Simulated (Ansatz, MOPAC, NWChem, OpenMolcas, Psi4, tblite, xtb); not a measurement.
Si2H5O (SMILES O[SiH][SiH3]): the highest harmonic wavenumber at each level's own minimum, rung by rung

The runs start from one conformer, not always the lowest.

Si2H5O, doublet, SMILES `O[SiH][SiH3]`. Each level relaxes the structure for itself.

Quantity: the highest harmonic wavenumber at each level's own minimum, in cm⁻¹. The values are calculated.

```
                               level                    kind     program  value (cm⁻¹)
                                 PM3          semi-empirical       MOPAC          3917
                               MNDOD          semi-empirical       MOPAC          3978
                            GFN2-xTB          semi-empirical         xtb          3691
                            GFN1-xTB          semi-empirical      tblite          3787
                           UHF/3-21G            Hartree–Fock  OpenMolcas          3961
    UHF/6-31G* (Cartesian functions)            Hartree–Fock  OpenMolcas          4139
                     UB3LYP/def2-SVP           global hybrid      NWChem          3859
                  UPBE0-D4/def2-TZVP           global hybrid      Ansatz          3914
U-wB97X-D/def2-SVP (density fitting)  range-separated hybrid        Psi4          3952
```

Harmonic and unscaled. The values span 3691 to 4139 cm⁻¹.

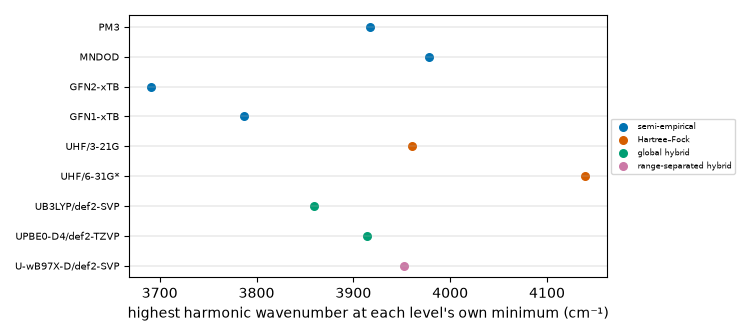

The values of the table, level by level.
